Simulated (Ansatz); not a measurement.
# BNH3Cl (SMILES NBCl) at 5 levels

We compute a comparison of 5 runs (HF/STO-3G, B3LYP/6-31G*, PBE0/def2-SVP, B3LYP/6-31+G*, MP2/6-311G**) of BNH3Cl. 

The calculation is run with Ansatz 0.2.0.

5 further runs of the same task are left out: 2 for a known fault of the program, 1 that didn't finish, 2 set aside as unsound or not needed.

### Step 1. The system as given

The species is BNH3Cl (6 atoms), meant as a singlet with charge 0. SMILES: `NBCl`. The coordinates come from a PBE0-D4/def2-TZVP relaxation.

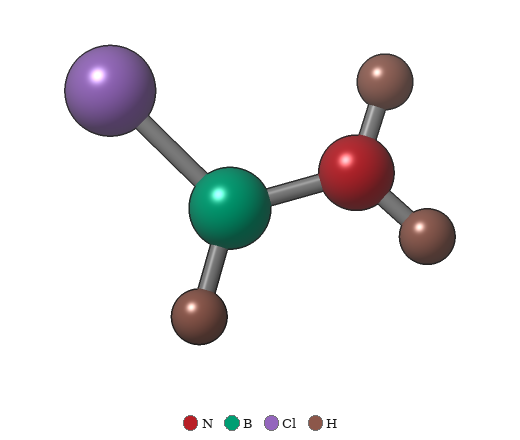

Viewed from a chosen angle; nitrogen red, boron teal, chlorine purple, hydrogen brown.

### Step 2. Energy and gradient at HF/STO-3G (run 1)

run.yaml

```yaml
crystal:
  periodic: [false, false, false]
  atoms:
    - {symbol: N, position_ang: [-0.395600, -0.007800, -0.658000]}
    - {symbol: B, position_ang: [0.369600, -0.158900, 0.483700]}
    - {symbol: Cl, position_ang: [0.529900, 1.189300, 1.616000]}
    - {symbol: H, position_ang: [-0.511800, -0.749300, -1.326600]}
    - {symbol: H, position_ang: [-0.878600, 0.844500, -0.888200]}
    - {symbol: H, position_ang: [0.928800, -1.181900, 0.727100]}
basis:
  gaussian:
    orbitals: STO-3G
hamiltonian:
  xc: hf
accuracy: high
output: {forces: true, orbitals: {seedname: orbitals}}
```

Run with:

```
$ ansatz run run.yaml --threads 1 --pin off --max-ram 2610MiB --events-out events.jsonl --progress --plain --runs-dir runs
```

The log of the run:

```text
Warning: RAYON_NUM_THREADS=1 ignored (pool sized by the plan → 1); use --threads N
Functional definition: HF
  name "HF"
  exchange = exact_x
  correlation = 0
398 factors; integrals over basis functions are off by at most 2.5e-8 eV
mean field evaluation 1: about -14543.8924 eV, gradient 1.7e1 eV
mean field evaluation 2: about -14543.9575 eV, gradient 1.7e1 eV
mean field evaluation 4: about -14545.1385 eV, gradient 1.3e0 eV
mean field evaluation 8: about -14545.1445 eV, gradient 3.1e-6 eV
mean field -14545.14454069 eV, -534.5242028175 hartree, gradient 2.3e-8 eV, S^2 0.000000; 0 other end points of the search recorded, 0 dependent functions left out
the calculation of the forces begins
reference -14545.14454069 eV, -534.5242028175 hartree; 16, 16 occupied and 6, 6 virtual orbitals, 398 factors
Total energy: -14545.14454069 eV, -534.5242028175 hartree
Atom 0 at    -0.395600    -0.007800    -0.658000 Å, force     0.905655    -0.146681     1.372623 eV/Å
Atom 1 at     0.369600    -0.158900     0.483700 Å, force     0.082031    -1.438635    -0.799772 eV/Å
Atom 2 at     0.529900     1.189300     1.616000 Å, force     0.064443     0.619092     0.505840 eV/Å
Atom 3 at    -0.511800    -0.749300    -1.326600 Å, force    -0.150194    -0.499897    -0.566520 eV/Å
Atom 4 at    -0.878600     0.844500    -0.888200 Å, force    -0.389466     0.567710    -0.263789 eV/Å
Atom 5 at     0.928800    -1.181900     0.727100 Å, force    -0.512468     0.898410    -0.248382 eV/Å
Dipole moment:    -0.253834    -0.268094    -0.584602 e Å
```

Run time: 0.22 s. Hardware: 1 thread of Intel Xeon 6975P-C (Granite Rapids), shared host.

### Step 3. Energy and gradient at B3LYP/6-31G(d) (Cartesian functions) (run 2)

in.yaml

```yaml
crystal:
  periodic: [false, false, false]
  atoms:
    - symbol: N
      position_ang: [-0.395600, -0.007800, -0.658000]
    - symbol: B
      position_ang: [0.369600, -0.158900, 0.483700]
    - symbol: Cl
      position_ang: [0.529900, 1.189300, 1.616000]
    - symbol: H
      position_ang: [-0.511800, -0.749300, -1.326600]
    - symbol: H
      position_ang: [-0.878600, 0.844500, -0.888200]
    - symbol: H
      position_ang: [0.928800, -1.181900, 0.727100]
basis:
  gaussian: {orbitals: "6-31G*"}
hamiltonian: {xc: {name: B3LYP}}
accuracy: high
output: {forces: true, orbitals: {seedname: orbitals}}
```

Run with:

```
$ ansatz run in.yaml --threads 1 --pin off --max-ram 2610MiB --events-out events.jsonl --progress --plain --runs-dir runs
```

The log of the run:

```text
Warning: RAYON_NUM_THREADS=1 ignored (pool sized by the plan → 1); use --threads N
Functional definition: B3LYP
  name "B3LYP"
  parameter a0 = 0.2
  parameter ax = 0.72
  parameter ac = 0.81
  exchange = (1 - a0 - ax)*slater_x + ax*b88_x + a0*exact_x
  correlation = (1 - ac)*vwn_rpa_c + ac*lyp_c
1174 factors; integrals over basis functions are off by at most 4.1e-9 eV
mean field evaluation 1: about -14735.5293 eV, gradient 4.9e1 eV
mean field evaluation 2: about -14729.0051 eV, gradient 7.1e1 eV
mean field evaluation 4: about -14740.1381 eV, gradient 1.8e0 eV
mean field evaluation 8: about -14740.1474 eV, gradient 1.2e-1 eV
mean field evaluation 16: about -14740.1474 eV, gradient 3.4e-6 eV
mean field -14740.14743745 eV, -541.6904270953 hartree, gradient 1.8e-8 eV, S^2 0.000000; 0 other end points of the search recorded, 0 dependent functions left out
the calculation of the forces begins
reference -14740.14747003 eV, -541.6904282926 hartree; 16, 16 occupied and 39, 39 virtual orbitals, 1174 factors
Total energy: -14740.14747003 eV, -541.6904282926 hartree
Atom 0 at    -0.395600    -0.007800    -0.658000 Å, force    -0.013107    -0.003833    -0.023267 eV/Å
Atom 1 at     0.369600    -0.158900     0.483700 Å, force     0.142225    -0.355492    -0.000747 eV/Å
Atom 2 at     0.529900     1.189300     1.616000 Å, force     0.050516     0.326760     0.293936 eV/Å
Atom 3 at    -0.511800    -0.749300    -1.326600 Å, force    -0.036198    -0.175366    -0.171717 eV/Å
Atom 4 at    -0.878600     0.844500    -0.888200 Å, force    -0.132266     0.199152    -0.085798 eV/Å
Atom 5 at     0.928800    -1.181900     0.727100 Å, force    -0.011171     0.008780    -0.012406 eV/Å
Dipole moment:    -0.267095    -0.162810    -0.537974 e Å
```

Run time: 2.2 s. Hardware: 1 thread of Intel Xeon 6975P-C (Granite Rapids), shared host; peak memory 0.16 GiB.

Runs 3 to 4 aren't shown in full; the table further down has their settings and results.

### Step 4. Energy and forces at MP2/6-311G(d,p) (run 5)

input.yaml

```yaml
crystal:
  periodic: [false, false, false]
  atoms:
    - {symbol: N, position_ang: [-0.395600, -0.007800, -0.658000]}
    - {symbol: B, position_ang: [0.369600, -0.158900, 0.483700]}
    - {symbol: Cl, position_ang: [0.529900, 1.189300, 1.616000]}
    - {symbol: H, position_ang: [-0.511800, -0.749300, -1.326600]}
    - {symbol: H, position_ang: [-0.878600, 0.844500, -0.888200]}
    - {symbol: H, position_ang: [0.928800, -1.181900, 0.727100]}
basis:
  gaussian: {orbitals: 6-311Gss-spherical.json}
correlation: {method: mp2, frozen_orbitals: {B: 1, Cl: 5, H: 0, "N": 1}}
accuracy: high
output: {forces: true, orbitals: {seedname: orbitals}}
```

The basis set 6-311G** is read from a file made from the Basis Set Exchange's data (not shown).

Run with:

```
$ ansatz run input.yaml --threads 1 --pin off --max-ram 2610MiB --events-out events.jsonl --progress --plain --runs-dir runs
```

The log of the run:

```text
Warning: RAYON_NUM_THREADS=1 ignored (pool sized by the plan → 1); use --threads N
Functional definition: HF
  name "HF"
  exchange = exact_x
  correlation = 0
1528 factors; integrals over basis functions are off by at most 5.6e-9 eV
mean field evaluation 1: about -14705.7621 eV, gradient 3.0e1 eV
mean field evaluation 2: about -14705.7636 eV, gradient 3.0e1 eV
mean field evaluation 4: about -14707.7514 eV, gradient 2.5e0 eV
mean field evaluation 8: about -14707.7766 eV, gradient 1.1e-4 eV
mean field -14707.77659627 eV, -540.5008206239 hartree, gradient 4.7e-8 eV, S^2 0.000000; 0 other end points of the search recorded, 0 dependent functions left out
7 core orbitals not correlated: weight in the atoms' cores, before any rotation towards them, 1.000 or more for the frozen orbitals, at most 0.000 for the correlated occupied ones
reference -14707.77659627 eV, -540.5008206239 hartree; 9, 9 occupied and 64, 64 virtual orbitals, 1528 factors
second order -11.16362714 eV of doubles, -0.00000000 eV of singles
the calculation of the forces begins
Total energy: -14718.94022341 eV, -540.9110763544 hartree
Atom 0 at    -0.395600    -0.007800    -0.658000 Å, force    -0.090483     0.000231    -0.145980 eV/Å
Atom 1 at     0.369600    -0.158900     0.483700 Å, force     0.167360    -0.141517     0.178422 eV/Å
Atom 2 at     0.529900     1.189300     1.616000 Å, force     0.013480     0.056228     0.058863 eV/Å
Atom 3 at    -0.511800    -0.749300    -1.326600 Å, force     0.001854    -0.086102    -0.052219 eV/Å
Atom 4 at    -0.878600     0.844500    -0.888200 Å, force    -0.033639     0.083471    -0.000993 eV/Å
Atom 5 at     0.928800    -1.181900     0.727100 Å, force    -0.058573     0.087689    -0.038092 eV/Å
Dipole moment:    -0.265098    -0.170281    -0.539582 e Å
```

It took 2.6 s on 1 thread of Intel Xeon 6975P-C (Granite Rapids), shared host; peak memory 0.23 GiB.

### Step 5. The series

| run | level | Cartesian functions | frozen core orbitals | energy (Eh) | dipole moment (D) | HOMO energy (eV) | LUMO energy (eV) | wall time |
| --- | --- | --- | --- | --- | --- | --- | --- | --- |
| 1 | HF/STO-3G | no | – | -534.524203 | 3.32 | -10.00 | 8.15 | 0.22 s |
| 2 | B3LYP/6-31G* (Cartesian functions) | yes | – | -541.690428 | 2.99 | -7.89 | 0.46 | 2.2 s |
| 3 | PBE0/def2-SVP | no | – | -541.237217 | 2.81 | -8.21 | 0.60 | 2.4 s |
| 4 | B3LYP/6-31+G* (spherical functions) | no | – | -541.693524 | 2.85 | -8.17 | -0.28 | 3.3 s |
| 5 | MP2/6-311G** | no | 7 | -540.911076 | 3.00 | -11.72 | 4.07 | 2.6 s |

### Step 6. What came out

```
                                          quantity          value
                               run 5: total energy  -540.91108 Eh
         run 5: dipole moment (correlated density)         3.00 D
        run 5: HOMO energy (Hartree–Fock orbitals)      -11.72 eV
        run 5: LUMO energy (Hartree–Fock orbitals)        4.07 eV
      run 5: HOMO–LUMO gap (Hartree–Fock orbitals)       15.79 eV
run 5: correlation energy (7 core orbitals frozen)     -410.3 mEh
                   run 5: largest force on an atom     0.283 eV/Å
```

In words: The dipole moment (its size) runs from 2.81 D (PBE0/def2-SVP) to 3.32 D (HF/STO-3G). The two ends differ in method and basis. Over runs 1, 2, 3, 4 the HOMO–LUMO gap runs from 7.88 eV (B3LYP/6-31+G*) to 18.15 eV (HF/STO-3G). Totals of different functionals can't be ranked against each other. In run 1 the basis is minimal, so the values are rough. All runs together took 11 s, the longest 3.3 s.
